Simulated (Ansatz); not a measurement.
CH₃GeN (SMILES C[N+]#[Ge-])

The calculation's input:

```
crystal:
  periodic: [false, false, false]
  atoms:
    - {symbol: C, position_ang: [1.182272, -0.741813, 2.401413]}
    - {symbol: Ge, position_ang: [-0.050271, -3.259941, 3.626730]}
    - {symbol: "N", position_ang: [0.614638, -1.901597, 2.965758]}
    - {symbol: H, position_ang: [0.628093, -0.416181, 1.512748]}
    - {symbol: H, position_ang: [1.180966, 0.092216, 3.113641]}
    - {symbol: H, position_ang: [2.221912, -0.912185, 2.096472]}
basis:
  gaussian: {orbitals: def2-TZVPD}
hamiltonian: {xc: {name: PBE0}}
output: {forces: true, orbitals: {seedname: orbitals}}
```

Command:

```sh
ansatz run input.yaml --threads 2 --pin off --max-ram 4350MiB --events-out events.jsonl --progress --plain --runs-dir runs
```

Geometry: PBE0-D4/def2-TZVP.

Level of theory: isolated molecule in a Gaussian basis; Kohn-Sham density functional theory, functional PBE0 (Ansatz).

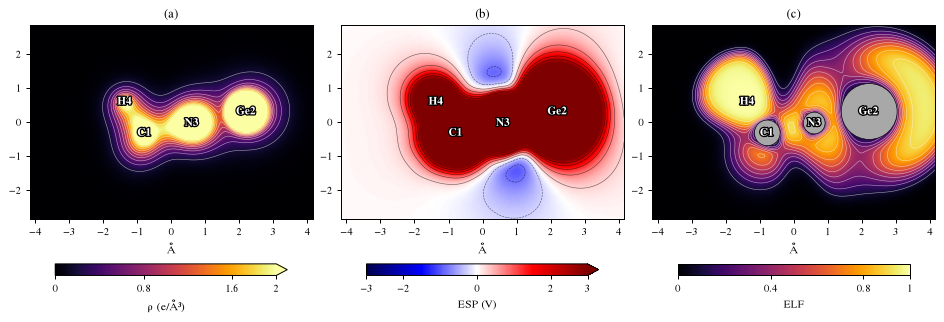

Figure 1. (a) total electron density; (b) molecular electrostatic potential; (c) ELF on the plane of atoms N3, C1 and H4. Grey discs cover the atomic cores in the ELF map.

Describe what can be read from this map.

Answer. Atoms in the plane: C, Ge, N and H.
C–N (1.41 Å): ρ at the midpoint is about 2.1 e/Å³; the ELF peaks at about 0.90 between the atoms, as expected for a covalent bond.
Ge–N (1.65 Å): ρ at the midpoint is about 1.3 e/Å³; the ELF peaks at about 0.80 in the valence shell of N, 0.6 Å from its nucleus, and is about 0.25 at the midpoint.
C–H (1.10 Å): ρ is about 2 e/Å³ halfway; the ELF climbs to about 1 towards the hydrogen, as it does in any bond to H (an ordinary covalent bond to hydrogen).
Outside the dense part of the molecule the potential is most negative (−1.0 V) near N3.

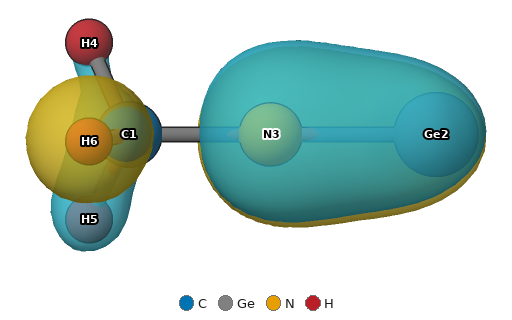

Figure 2. The HOMO at ±0.15 Å⁻³ᐟ² (yellow and cyan are the two phases), seen from one side.

What is the character of this orbital?

Answer. By Hirshfeld shares it lies mainly on N3 (about 50 %), Ge2 (about 30 %) and C1 (about 10 %). It is one of a degenerate set, so its orientation is arbitrary. Its energy is −7.03 eV.

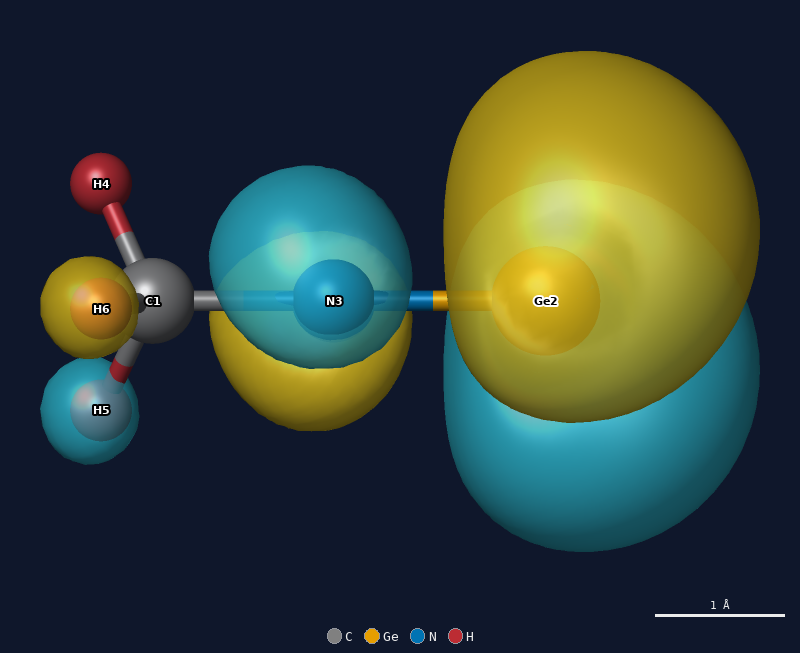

Figure 3. The LUMO at ±0.1 Å⁻³ᐟ² (yellow and cyan are the two phases), seen from one side.

What is the character of this orbital?

Answer. By Hirshfeld shares it lies mainly on Ge2 (about 75 %) and N3 (about 20 %). It is one of a degenerate set, so its orientation is arbitrary. Its energy is −1.15 eV.
